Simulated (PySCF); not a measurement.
# C5H14Al2O2: what the fields show

```xyz
23

C     2.3472   -1.1165    1.3036
C     1.7179   -0.4028    0.3715
C     2.4751    0.2310   -0.7640
Al   -0.2280   -0.4074    0.7749
O    -1.3113   -0.8785   -0.6503
C    -1.3756   -2.1059   -1.3543
Al   -2.1382    0.7363   -0.8629
O    -1.0857    1.2178    0.5519
C    -0.8809    2.4337    1.2493
H     1.7769   -1.5571    2.1125
H     3.4148   -1.2950    1.3261
H     2.4251    1.3171   -0.6769
H     2.0117   -0.0362   -1.7143
H     3.5224   -0.0736   -0.7753
H    -0.7695   -1.0843    2.0482
H    -2.2823   -2.6488   -1.0842
H    -0.5055   -2.7156   -1.1004
H    -1.3849   -1.9171   -2.4291
H    -3.6244    0.6606   -0.4553
H    -1.6318    1.4163   -2.1568
H    -0.9028    3.2703    0.5491
H    -1.6638    2.5775    1.9952
H     0.0890    2.4051    1.7513
```

Geometry: GFN2-xTB.

Method: PySCF 2.14.0, PBE0/pcSseg-1, SCF density, gas phase, non-relativistic.

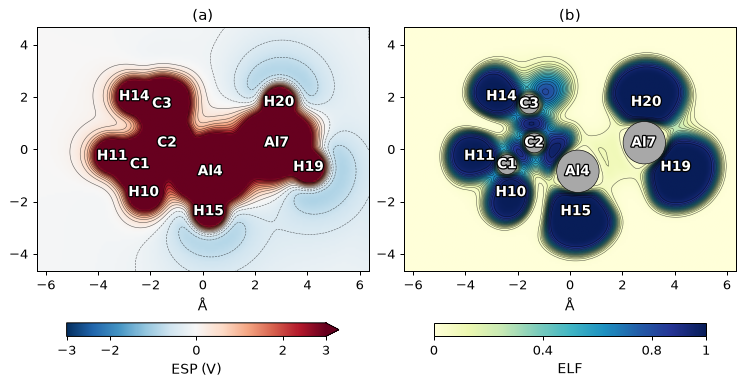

Figure 1. (a) molecular electrostatic potential; (b) electron localisation function on the plane of atoms H19, Al7 and H20. Grey discs cover the atomic cores in the ELF map.

Q: Interpret the plot.

A:
- Atoms in the plane: C, Al and H.
- C–C (1.33 Å): the ELF peaks at about 0.90 between the atoms (a multiple bond).
- C–Al (1.99 Å): the ELF peaks at about 0.95 between the atoms, as expected for a shared but strongly polarised pair.
- C–H (1.08 Å): the ELF climbs to about 1 towards the hydrogen, as it does in any bond to H: a covalent bond by its length.
- C–C (1.50 Å): the ELF peaks at about 0.95 between the atoms; a covalent bond.
- Al–H (1.54 Å): the ELF climbs to about 1 towards the hydrogen.
- Outside the dense part of the molecule the potential is most negative (−0.9 V) near H19.

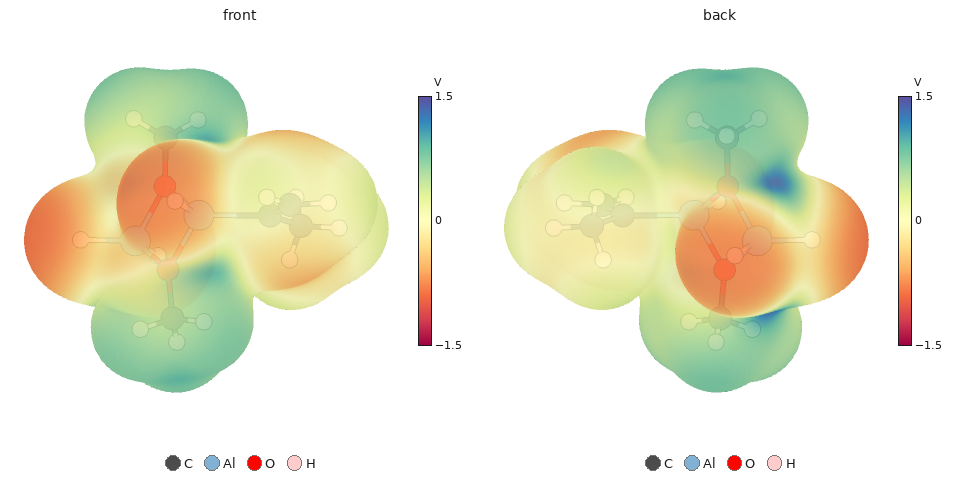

Figure 2. The molecular electrostatic potential painted on the density surface at 0.001 e/bohr³, seen from the front and from behind; red is negative and blue positive.

Q: Which sites attract a positive test charge, and which a negative one?

A: A positive charge is drawn to the negative regions and a negative charge to the positive ones. The most negative region (about −0.8 V) lies over H19 and H20, the most positive (about +1.2 V) over Al7.

Q: How polar is the molecule by this calculation?

A: Its dipole moment is 0.69 D.
